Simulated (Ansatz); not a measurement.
**TiC: nanowires**

This session works out the energy, period and gap of thin wires, starting from TiC.

The COD entry's cell or inner coordinates are ideal or old and differ from later refinements, so a difference from it is no clean test against experiment.

Computed with Ansatz 0.2.0 (DFT PBEsol, scalar-relativistic, plane waves, PAW, unless a step's input says otherwise).

1 further run of the same task is left out (set aside as unsound or not needed).

## 1. The starting structure

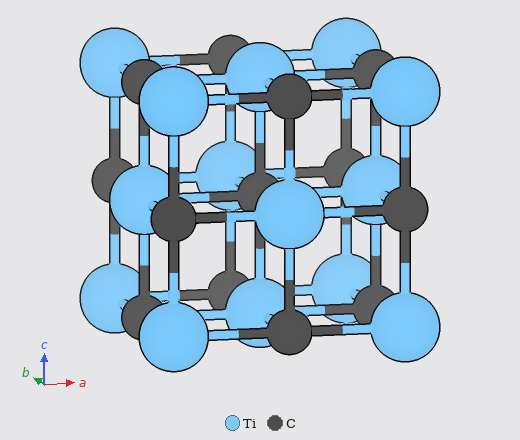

The starting structure, seen slightly off an axis (titanium blue, carbon dark grey). Atoms on the faces are drawn again on the opposite ones. The cell drawn here is the conventional one.

Structure file:

```
CELL_PARAMETERS angstrom
0.00000 2.14668 2.14668
2.14668 0.00000 2.14668
2.14668 2.14668 0.00000
ATOMIC_POSITIONS crystal
Ti 0.00000 0.00000 0.00000
C 0.50000 0.50000 0.50000
```

This cell was relaxed beforehand with the same method: volume 9.89 Å³/atom, gap on the mesh none (metal).

## 2. The [001] wire, 18 host atoms a period

The wire is cut from the relaxed crystal, periodic along c with vacuum across. Atoms and period relax; energies count from the bulk, -1361.2093 eV an atom.

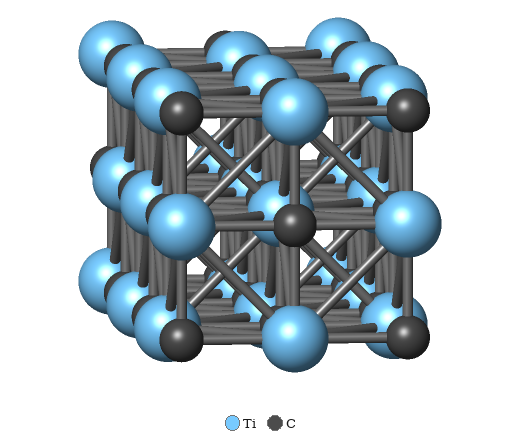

The cell before any run, seen nearly along the c axis (titanium blue, carbon dark grey). 1×1×3 cells are drawn, without the box.

## 3. The relaxation run

Pressure and volume refer to the whole cell with its vacuum; only the period along c may change.

input.yaml

```yaml
crystal:
  lattice:
    - [13.3, 0.0, 0.0]
    - [0.0, 13.6, 0.0]
    - [0.0, 0.0, 4.2933557384]
  atoms:
    - { symbol: Ti, position: [0.5, 0.5, 0.0] }
    - { symbol: C, position: [0.3385956489, 0.5, 0.0] }
    - { symbol: C, position: [0.6614043511, 0.5, 0.0] }
    - { symbol: Ti, position: [0.5, 0.342156039, 0.5] }
    - { symbol: Ti, position: [0.5, 0.657843961, 0.5] }
    - { symbol: C, position: [0.3385956489, 0.342156039, 0.5] }
    - { symbol: C, position: [0.3385956489, 0.657843961, 0.5] }
    - { symbol: C, position: [0.6614043511, 0.342156039, 0.5] }
    - { symbol: C, position: [0.6614043511, 0.657843961, 0.5] }
    - { symbol: Ti, position: [0.3385956489, 0.5, 0.5] }
    - { symbol: Ti, position: [0.6614043511, 0.5, 0.5] }
    - { symbol: C, position: [0.5, 0.5, 0.5] }
    - { symbol: Ti, position: [0.3385956489, 0.342156039, 0.0] }
    - { symbol: Ti, position: [0.3385956489, 0.657843961, 0.0] }
    - { symbol: Ti, position: [0.6614043511, 0.342156039, 0.0] }
    - { symbol: Ti, position: [0.6614043511, 0.657843961, 0.0] }
    - { symbol: C, position: [0.5, 0.342156039, 0.0] }
    - { symbol: C, position: [0.5, 0.657843961, 0.0] }
basis:
  ecutwfc: 420
kpoints:
  mp_grid: { grid: [1, 1, 13] }
hamiltonian:
  xc: pbesol
scf:
  occupations: { method: gaussian, width: 0.05 }
output:
  forces: true
  stress: true
  eigenvalues: true
  populations: true
  write_density: true
  write_potential: true
  elf: true
  volumetric_format: npy
relax:
  adjacent_minimum: "off"
  f_tol: 0.02
  max_steps: 45
  cell: { fix: [a, b, alpha, beta, gamma], stress_tol: 0.03 }
```

Command:

```bash
$ ansatz run input.yaml --threads 4 --pin off --max-ram 11264MiB --backend cpu --events-out ev --progress --plain --runs-dir out
```

The program printed, cut to the lines that bear on the results:

```text
Warning: RAYON_NUM_THREADS=4 ignored (pool sized by the plan → 4); use --threads N
[...]
Pseudopotentials: kind: paw
Pseudopotential: Ti, paw, valence charge 12, recommended cutoff 420 eV (normal), Ti.paw.azcp
Pseudopotential: C, paw, valence charge 4, recommended cutoff 420 eV (normal), C.paw.azcp
Functional definition: PBEsol
[...]
Crystal: 18 atoms, lattice volume = 776.582 Å³
Basis set: ecut = 420 eV, 15155 PW (Γ), exchange–correlation on 180×192×60 points (8 copies of the dense FFT grid, shifted against one another)
Bands: 90, of which v1, the nominal top of the filled ones, is band 72 counted from 1 (71 counted from 0)
Symmetry: 8 space group operations
Space group: Pmmm (ITA 47), of the structure as read, at distance tolerance 9.2e-5 Å
k-points: 7 of 13
[...]
SCF iter   1: F=—  HF=-24485.587043 eV  |F-HF|=—  |Δ(HF+E_count)|=         —  Δρ=5.29e-3  dr2=3.35e-1  ethr=1.77e-3  ⟨swp⟩=6.7  Hψ=2735  notcnv=0  defer=5
[...]
relax step   1: F+E_penalty+E_count = -24485.54410751 eV  Δ(F+E_penalty+E_count) = +0.000e0 eV  max|allowed force component| = 1.912e0 eV/Å  Δτ_max = 0.0000 Å  P = -4.793 GPa  Ω = 776.582 Å³  fix = [a, b, alpha, beta, gamma]  reactions: a -4.276, b -4.278 GPa  (13 SCF iters, dr2 threshold [...]
relax step   3: F+E_penalty+E_count = -24487.09002205 eV  Δ(F+E_penalty+E_count) = -8.841e-2 eV  max|allowed force component| = 6.051e-2 eV/Å  Δτ_max = 0.0345 Å  P = -0.143 GPa  Ω = 756.890 Å³  energy of the carried Pulay correction = +7.355e-3 eV  fix = [a, b, alpha, beta, gamma]  [...]
relax step   4: F+E_penalty+E_count = -24487.09220351 eV  Δ(F+E_penalty+E_count) = -2.181e-3 eV  max|allowed force component| = 7.171e-3 eV/Å  Δτ_max = 0.0068 Å  P = +0.007 GPa  Ω = 756.369 Å³  energy of the carried Pulay correction = +7.552e-3 eV  fix = [a, b, alpha, beta, gamma]  [...]
SCF iter   2: F=—  HF=-24487.085623 eV  |F-HF|=—  |Δ(HF+E_count)|=   9.64e-5  Δρ=2.61e-5  dr2=6.40e-6  ethr=2.80e-9  ⟨swp⟩=3.0  Hψ=1264  notcnv=0
```

## 4. The log goes on: wire along [0 0 1], 18 atoms a period

Output, continued, cut to the lines that bear on the results:

```text
SCF iter   3: F=—  HF=-24487.085622 eV  |F-HF|=—  |Δ(HF+E_count)|=   4.96e-7  Δρ=1.85e-5  dr2=3.77e-6  ethr=2.80e-9  ⟨swp⟩=3.3  Hψ=1246  notcnv=0
[...]
SCF iter   8: F=-24487.085622 eV  HF=-24487.085622 eV  |F-HF|=5.09e-11  |Δ(HF+E_count)|=  1.46e-11  Δρ=3.43e-8  dr2=1.68e-11  ethr=1.00e-12  ⟨swp⟩=11.0  Hψ=3319  notcnv=0
[...]
relax step   5: F+E_penalty+E_count = -24487.08562154 eV  Δ(F+E_penalty+E_count) = +6.582e-3 eV  max|allowed force component| = 7.038e-3 eV/Å  Δτ_max = 0.0000 Å  P = -0.003 GPa  Ω = 756.369 Å³  fix = [a, b, alpha, beta, gamma]  reactions: a +0.003, b +0.002 GPa  stress off target by [...]
WARN: The output density's exchange-correlation potential varies sharply where the density is thin. Do not read a vacuum level from v_tot or v_xc, or from such a field of the output density. On a cell that repeats whose density bears no net charge and no dipole along the vacuum's axis use [...]
SCF converged after 8 iterations
Free energy (F): -24487.085622 eV
[...]
E sigma→0 (E₀):  -24487.083853 eV
[...]
    - { symbol: Ti, position: [0.34410602986973843, 0.5, 0.5] }
    - { symbol: Ti, position: [0.6558939701302615, 0.5, 0.5] }
    - { symbol: C, position: [0.5, 0.5, 0.5] }
    - { symbol: Ti, position: [0.3466813408094221, 0.3500617510228447, 0.0] }
    - { symbol: Ti, position: [0.3466813408094221, 0.6499382489771554, 0.0] }
    - { symbol: Ti, position: [0.6533186591905777, 0.3500617510228447, 0.0] }
    - { symbol: Ti, position: [0.6533186591905777, 0.6499382489771554, 0.0] }
    - { symbol: C, position: [0.5, 0.3409615117383423, 0.0] }
    - { symbol: C, position: [0.5, 0.6590384882616577, 0.0] }
--- Löwdin populations: 18 sites ---
  site symbol       q [e]
     0     Ti     11.1443
     1      C      4.8027
     2      C      4.8027
     3     Ti     11.1530
     4     Ti     11.1530
     5      C      4.8586
     6      C      4.8586
     7      C      4.8586
     8      C      4.8586
     9     Ti     11.1530
    10     Ti     11.1530
    11      C      4.7267
    12     Ti     11.0919
    13     Ti     11.0919
    14     Ti     11.0919
    15     Ti     11.0919
    16      C      4.8028
    17      C      4.8028
  spilling = 0.003501 (of n_electrons = 144.000000)
```

Wall time 25 s (4 threads of AMD EPYC 9R45 (Zen 5), shared host); peak memory 2.2 GiB.

Relaxation path:

```
step  energy from step 1 (eV/cell)  largest force component (eV/Å)  pressure (GPa)  volume (Å³)
   1                        0.0000                          1.9121           -4.79       776.58
   2                       -1.4575                          0.6044            0.34       755.80
   3                       -1.5459                          0.0605           -0.14       756.89
   4                       -1.5481                          0.0072            0.01       756.37
   5                       -1.5415                          0.0070            0.00       756.37
```

Step 1 is the start. Step 5 repeats the geometry before on a plane-wave basis chosen anew for that cell, so the energy can jump there without any move; the table keeps such jumps.

| input's cell | before | after | change |
| --- | --- | --- | --- |
| a (Å) | 13.300 | 13.300 | +0.0 % |
| b (Å) | 13.600 | 13.600 | +0.0 % |
| c (Å) | 4.293 | 4.182 | -2.6 % |
| volume (Å³/atom) | 43.14 | 42.02 | -2.6 % |

The largest move, 0.15 Å, apart from the change of the cell, is shared by several atoms, Ti16 among them.

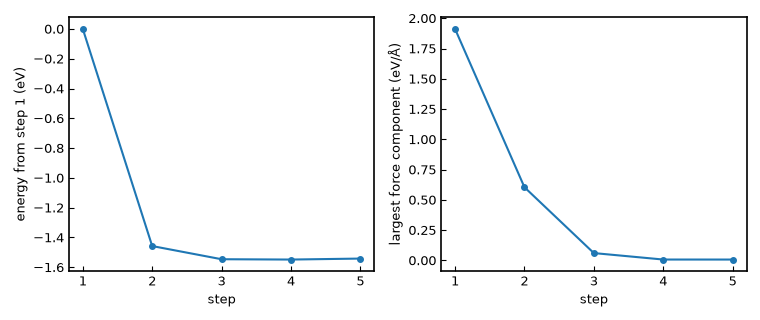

Energy and largest force along the relaxation.

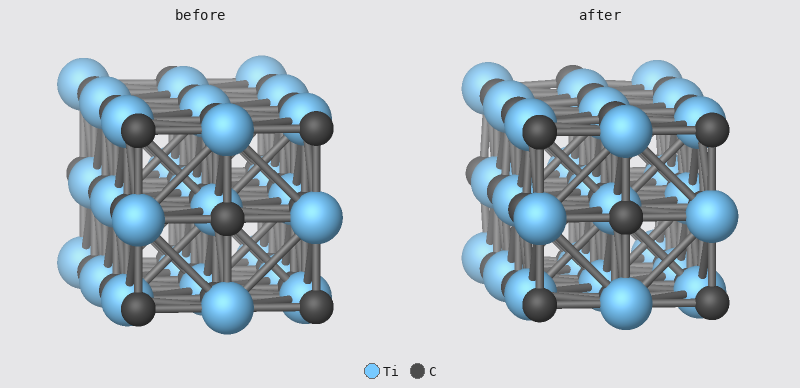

Before and after, at one scale, seen nearly along the c axis. 1×1×3 cells are drawn, without the box.

Site by site:

```
atom  Löwdin electrons
 Ti1             11.14
  C2              4.80
  C3              4.80
 Ti4             11.15
 Ti5             11.15
  C6              4.86
  C7              4.86
  C8              4.86
  C9              4.86
Ti10             11.15
Ti11             11.15
 C12              4.73
Ti13             11.09
Ti14             11.09
Ti15             11.09
Ti16             11.09
 C17              4.80
 C18              4.80
```

The Löwdin counts miss 0.50 of the 144 electrons, which the atomic orbitals do not span, so they are no charges.

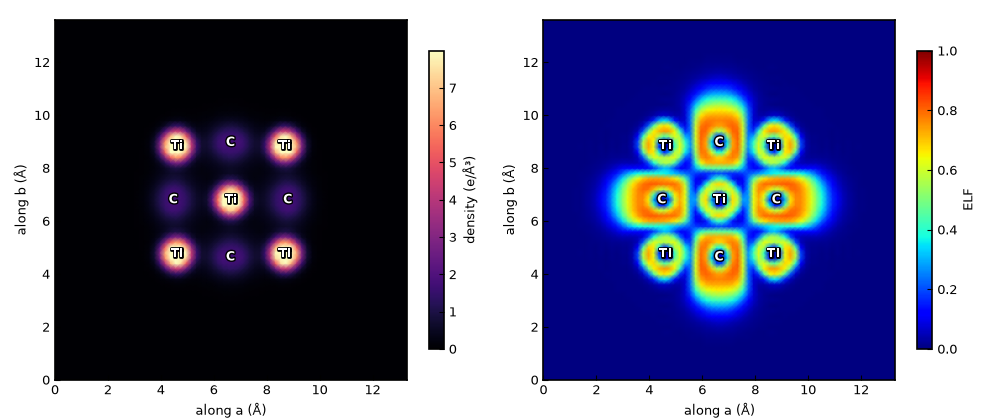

Density (left) and ELF (right) in a lattice plane of the grid's cell (edges 13.30 and 13.60 Å, at 0.000 of the third edge), which holds Ti and C. Only atoms in the plane are labelled; the density scale stops at 8.00 e/Å³. Both are smooth fields of the valence electrons: close to the nuclei they are not physical.

Maxima of ELF outside the ion cores: 0.83 beside C, off the lines to its neighbours, 0.8 Å from C; 0.79 in the shell around C, 0.7 Å from C.

From the relaxation run:

```
excess energy (eV per host atom) : 0.816
line energy (eV/Å)               : 3.511
period (Å)                       : 4.182
gap on the mesh (eV)             : 0
```

## 5. The [001] wire, 26 host atoms a period

The wire is cut from the relaxed crystal, periodic along c with vacuum across. Atoms and period relax; energies count from the bulk, -1361.2093 eV an atom.

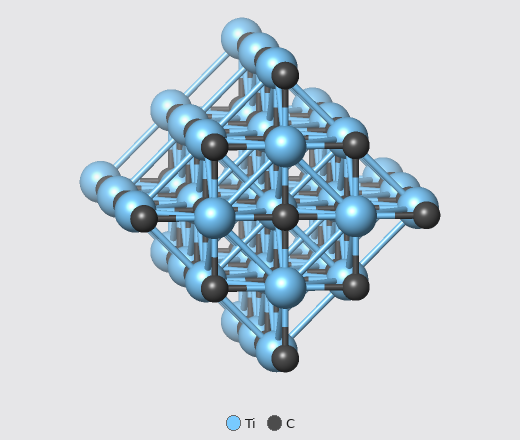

The cell before any run, seen nearly along the c axis (titanium blue, carbon dark grey). 1×1×3 cells are drawn, without the box.

## 6. Relaxation

Pressure and volume refer to the whole cell with its vacuum; only the period along c may change.

input.yaml

```yaml
crystal:
  lattice:
    - [17.6, 0.0, 0.0]
    - [0.0, 17.9, 0.0]
    - [0.0, 0.0, 4.2933557384]
  atoms:
    - { symbol: Ti, position: [0.256059333, 0.5, 0.0] }
    - { symbol: Ti, position: [0.5, 0.2601477241, 0.0] }
    - { symbol: Ti, position: [0.5, 0.5, 0.0] }
    - { symbol: Ti, position: [0.5, 0.7398522759, 0.0] }
    - { symbol: Ti, position: [0.743940667, 0.5, 0.0] }
    - { symbol: C, position: [0.3780296665, 0.5, 0.0] }
    - { symbol: C, position: [0.6219703335, 0.5, 0.0] }
    - { symbol: Ti, position: [0.5, 0.3800738621, 0.5] }
    - { symbol: Ti, position: [0.5, 0.6199261379, 0.5] }
    - { symbol: C, position: [0.3780296665, 0.3800738621, 0.5] }
    - { symbol: C, position: [0.3780296665, 0.6199261379, 0.5] }
    - { symbol: C, position: [0.6219703335, 0.3800738621, 0.5] }
    - { symbol: C, position: [0.6219703335, 0.6199261379, 0.5] }
    - { symbol: Ti, position: [0.3780296665, 0.5, 0.5] }
    - { symbol: Ti, position: [0.6219703335, 0.5, 0.5] }
    - { symbol: C, position: [0.256059333, 0.5, 0.5] }
    - { symbol: C, position: [0.5, 0.2601477241, 0.5] }
    - { symbol: C, position: [0.5, 0.5, 0.5] }
    - { symbol: C, position: [0.5, 0.7398522759, 0.5] }
    - { symbol: C, position: [0.743940667, 0.5, 0.5] }
    - { symbol: Ti, position: [0.3780296665, 0.3800738621, 0.0] }
    - { symbol: Ti, position: [0.3780296665, 0.6199261379, 0.0] }
    - { symbol: Ti, position: [0.6219703335, 0.3800738621, 0.0] }
    - { symbol: Ti, position: [0.6219703335, 0.6199261379, 0.0] }
    - { symbol: C, position: [0.5, 0.3800738621, 0.0] }
    - { symbol: C, position: [0.5, 0.6199261379, 0.0] }
basis:
  ecutwfc: 420
kpoints:
  mp_grid: { grid: [1, 1, 13] }
hamiltonian:
  xc: pbesol
scf:
  occupations: { method: gaussian, width: 0.05 }
output:
  forces: true
  stress: true
  eigenvalues: true
  populations: true
  write_density: true
  write_potential: true
  elf: true
  volumetric_format: npy
relax:
  adjacent_minimum: "off"
  f_tol: 0.02
  max_steps: 45
  cell: { fix: [a, b, alpha, beta, gamma], stress_tol: 0.03 }
```

Command:

```bash
$ ansatz run input.yaml --threads 4 --pin off --max-ram 11264MiB --backend cpu --events-out ev --progress --plain --runs-dir out
```

The program printed, cut to the lines that bear on the results:

```text
Warning: RAYON_NUM_THREADS=4 ignored (pool sized by the plan → 4); use --threads N
[...]
[... 4 set-up lines as earlier in the session ...]
[...]
Crystal: 26 atoms, lattice volume = 1352.579 Å³
Basis set: ecut = 420 eV, 26443 PW (Γ), exchange–correlation on 240×240×60 points (8 copies of the dense FFT grid, shifted against one another)
Bands: 130, of which v1, the nominal top of the filled ones, is band 104 counted from 1 (103 counted from 0)
[... 1 set-up line as earlier in the session ...]
Space group: Pmmm (ITA 47), of the structure as read, at distance tolerance 1.1e-4 Å
k-points: 7 of 13
[...]
SCF iter   1: F=—  HF=-35355.143684 eV  |F-HF|=—  |Δ(HF+E_count)|=         —  Δρ=6.55e-3  dr2=8.99e-1  ethr=1.77e-3  ⟨swp⟩=8.0  Hψ=4188  notcnv=0  defer=2
[...]
relax step   7: F+E_penalty+E_count = -35357.32000118 eV  Δ(F+E_penalty+E_count) = -4.370e-4 eV  max|allowed force component| = 5.736e-3 eV/Å  Δτ_max = 0.0059 Å  P = +0.008 GPa  Ω = 1281.721 Å³  energy of the carried Pulay correction = +2.223e-2 eV  fix = [a, b, alpha, beta, gamma]  [...]
relax step   9: F+E_penalty+E_count = -35357.30451632 eV  Δ(F+E_penalty+E_count) = -2.195e-4 eV  max|allowed force component| = 6.224e-3 eV/Å  Δτ_max = 0.0012 Å  P = +0.011 GPa  Ω = 1281.176 Å³  energy of the carried Pulay correction = +1.842e-4 eV  fix = [a, b, alpha, beta, gamma]  [...]
relax step  10: F+E_penalty+E_count = -35357.30438607 eV  Δ(F+E_penalty+E_count) = +1.302e-4 eV  max|allowed force component| = 6.226e-3 eV/Å  Δτ_max = 0.0000 Å  P = +0.010 GPa  Ω = 1281.176 Å³  fix = [a, b, alpha, beta, gamma]  reactions: a +0.006, b +0.006 GPa  stress off target by [...]
```

## 7. The output, continued: wire along [0 0 1], 26 atoms a period

Output, continued, cut to the lines that bear on the results:

```text
[...]
WARN: The output density's exchange-correlation potential varies sharply where the density is thin. Do not read a vacuum level from v_tot or v_xc, or from such a field of the output density. On a cell that repeats whose density bears no net charge and no dipole along the vacuum's axis use [...]
SCF converged after 9 iterations
Free energy (F): -35357.304386 eV
[...]
E sigma→0 (E₀):  -35357.292201 eV
Entropy (-TS):   -0.024371 eV (-0.937 meV/atom)
Fermi energy:    -0.111671 eV
[...]
--- Forces (eV/Å), atoms counted from 1 ---
  atom   1  Ti    -0.00622638     0.00000000    -0.00000000
  atom   2  Ti     0.00000000    -0.00621590     0.00000000
  atom   3  Ti    -0.00000000     0.00000000     0.00000000
  atom   4  Ti    -0.00000000     0.00621590     0.00000000
  atom   5  Ti     0.00622638     0.00000000    -0.00000000
  atom   6  C      0.00177586     0.00000000    -0.00000000
  atom   7  C     -0.00177586     0.00000000    -0.00000000
  atom   8  Ti    -0.00000000     0.00429357     0.00000000
[...]
    - { symbol: Ti, position: [0.3817134845930579, 0.38369550028835525, 0.0] }
    - { symbol: Ti, position: [0.3817134845930579, 0.6163044997116445, 0.0] }
    - { symbol: Ti, position: [0.618286515406942, 0.38369550028835525, 0.0] }
    - { symbol: Ti, position: [0.618286515406942, 0.6163044997116445, 0.0] }
    - { symbol: C, position: [0.5, 0.37432878217649457, 0.0] }
    - { symbol: C, position: [0.5, 0.6256712178235052, 0.0] }
--- Löwdin populations: 26 sites ---
  site symbol       q [e]
     0     Ti     11.0530
     1     Ti     11.0531
     2     Ti     11.2752
     3     Ti     11.0531
     4     Ti     11.0530
     5      C      4.7640
     6      C      4.7640
     7     Ti     11.2369
     8     Ti     11.2369
     9      C      4.7613
    10      C      4.7613
    11      C      4.7613
    12      C      4.7613
    13     Ti     11.2369
    14     Ti     11.2369
    15      C      4.8059
    16      C      4.8059
    17      C      4.7429
    18      C      4.8059
    19      C      4.8059
    20     Ti     11.1750
    21     Ti     11.1750
    22     Ti     11.1750
    23     Ti     11.1750
    24      C      4.7640
    25      C      4.7640
  spilling = 0.003835 (of n_electrons = 208.000000)
```

Run time: 2.2 min. Hardware: 4 threads of AMD EPYC 9R45 (Zen 5), shared host; peak memory 4.3 GiB.

The steps of the relaxation:

```
step  energy from step 1 (eV/cell)  largest force component (eV/Å)  pressure (GPa)  volume (Å³)
   1                        0.0000                          1.5951           -3.14      1352.58
   2                       -1.9230                          0.6979           -0.02      1302.74
   3                       -2.1942                          0.1641            0.23      1287.99
   4                       -2.2329                          0.0709            0.01      1284.48
   5                       -2.2364                          0.0609            0.01      1280.94
   6                       -2.2390                          0.0294            0.01      1281.35
   7                       -2.2394                          0.0057            0.01      1281.72
   8                       -2.2237                          0.0056           -0.01      1281.72
   9                       -2.2240                          0.0062            0.01      1281.18
  10                       -2.2238                          0.0062            0.01      1281.18
```

Step 1 is the start. Steps 8, 10 repeat the geometry before on a plane-wave basis chosen anew for that cell, so the energy can jump there without any move; the table keeps such jumps.

| input's cell | before | after | change |
| --- | --- | --- | --- |
| a (Å) | 17.600 | 17.600 | +0.0 % |
| b (Å) | 17.900 | 17.900 | +0.0 % |
| c (Å) | 4.293 | 4.067 | -5.3 % |
| volume (Å³/atom) | 52.02 | 49.28 | -5.3 % |

The largest move, 0.10 Å, apart from the change of the cell, is shared by several atoms, C25 among them.

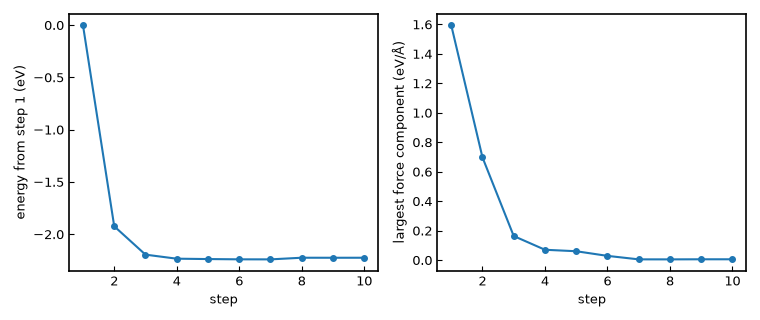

Energy and largest force along the relaxation.

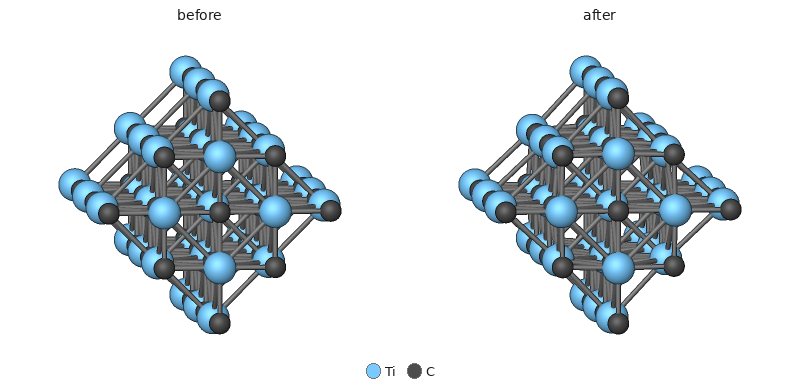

Before and after, at one scale, seen nearly along the c axis. 1×1×3 cells are drawn, without the box.

Per atom:

```
atom  Löwdin electrons
 Ti1             11.05
 Ti2             11.05
 Ti3             11.28
 Ti4             11.05
 Ti5             11.05
  C6              4.76
  C7              4.76
 Ti8             11.24
 Ti9             11.24
 C10              4.76
 C11              4.76
 C12              4.76
 C13              4.76
Ti14             11.24
Ti15             11.24
 C16              4.81
 C17              4.81
 C18              4.74
 C19              4.81
 C20              4.81
Ti21             11.18
Ti22             11.18
Ti23             11.18
Ti24             11.18
 C25              4.76
 C26              4.76
```

The Löwdin counts miss 0.80 of the 208 electrons, which the atomic orbitals do not span, so they are no charges.

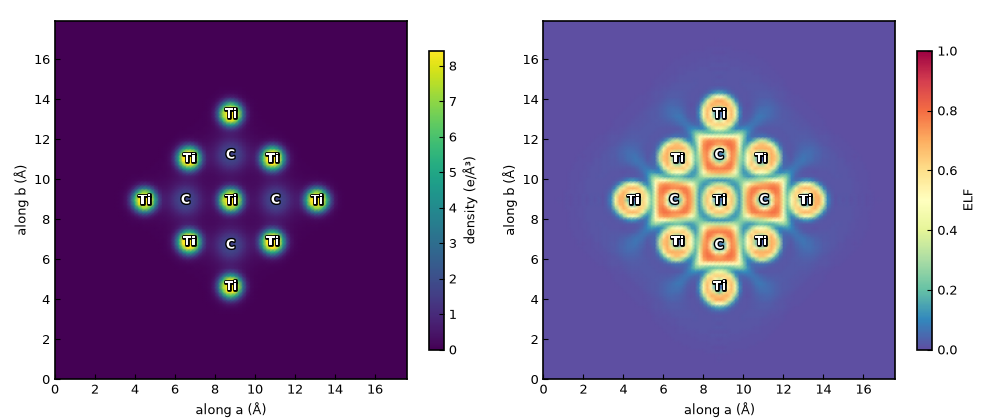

Density (left) and ELF (right) in a lattice plane of the grid's cell (edges 17.60 and 17.90 Å, at 0.000 of the third edge), which holds Ti and C. Only atoms in the plane are labelled; the density scale stops at 8.42 e/Å³. Both are smooth fields of the valence electrons: close to the nuclei they are not physical.

The highest ELF values outside the cores: 0.86 beside C, off the lines to its neighbours, 0.8 Å from C; 0.80 in the shell around C, 0.7 Å from C.

Read-outs of the relaxation:

```
excess energy (eV per host atom) : 1.313
line energy (eV/Å)               : 8.397
period (Å)                       : 4.067
gap on the mesh (eV)             : 0
Fermi level under vacuum (eV)    : 4.05
```

## 8. Outcome

```
                          quantity                                                                                               value
[001] wire, 18 host atoms a period  excess energy 0.816 eV per host atom; line energy 3.511 eV/Å; period 4.182 Å; gap on the mesh 0 eV
[001] wire, 26 host atoms a period  excess energy 1.313 eV per host atom; line energy 8.397 eV/Å; period 4.067 Å; gap on the mesh 0 eV
```

By excess energy the [001] wire, 18 host atoms a period comes lowest, at 0.816 eV per host atom, and the [001] wire, 26 host atoms a period highest, at 1.313 eV per host atom. Atoms at the surface miss neighbours, which is what the excess energy pays for. Each relaxation kept the symmetry of its start.
